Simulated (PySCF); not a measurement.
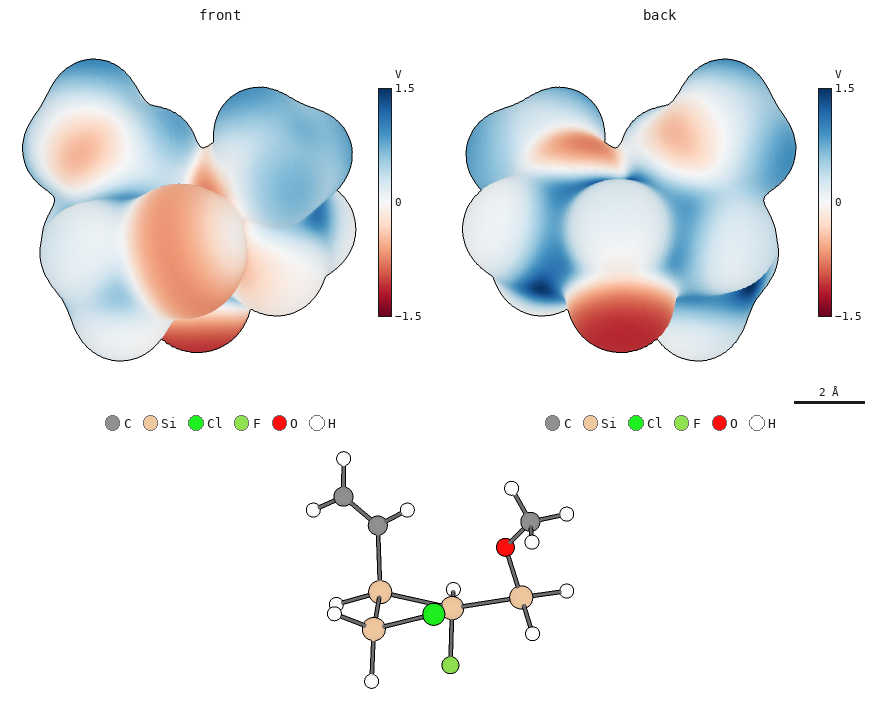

Figure 1: C₃H₁₂ClFOSi₄. The electrostatic potential painted on the density surface at 0.002 e/bohr³, seen from the front and from behind; the colour scale runs from red (negative) to blue (positive). The bare structure is drawn below in the same view.

Geometry: GFN2-xTB.

The calculation used B97-2/6-31G*, SCF density, gas phase, non-relativistic (PySCF 2.14.0).

```xyz
22

C    -2.2543    2.5828    0.2620
C    -1.4399    1.5394    0.2761
Si   -1.7498   -0.1095   -0.5901
Si   -1.9870   -1.7456    1.0609
Cl   -0.1922   -1.9937    1.9964
Si    0.0652   -0.4706   -2.0261
F    -0.3099   -1.8346   -2.8445
Si    2.0960   -0.9021   -1.0534
O     1.9769    0.2341    0.1052
C     2.8599    0.4578    1.1571
H    -3.1901    2.5563   -0.2724
H    -2.0334    3.5076    0.7741
H    -0.5105    1.6224    0.8282
H    -3.0688    0.0203   -1.2517
H    -2.3317   -3.0796    0.5619
H    -2.9285   -1.4664    2.1507
H     0.1095    0.4718   -3.1558
H     3.3292   -0.6960   -1.8372
H     2.2773   -2.2399   -0.4676
H     2.5378    1.3511    1.6937
H     2.8564   -0.3927    1.8421
H     3.8774    0.6066    0.7892
```

Question: Where is the surface potential most negative and most positive?

Answer: The most negative region (about −1.1 V) lies over F7, the most positive (about +1.4 V) over Si4, Si6 and Si8.

Question: What dipole moment does the calculation give?

Answer: Its dipole moment is 2.31 D.
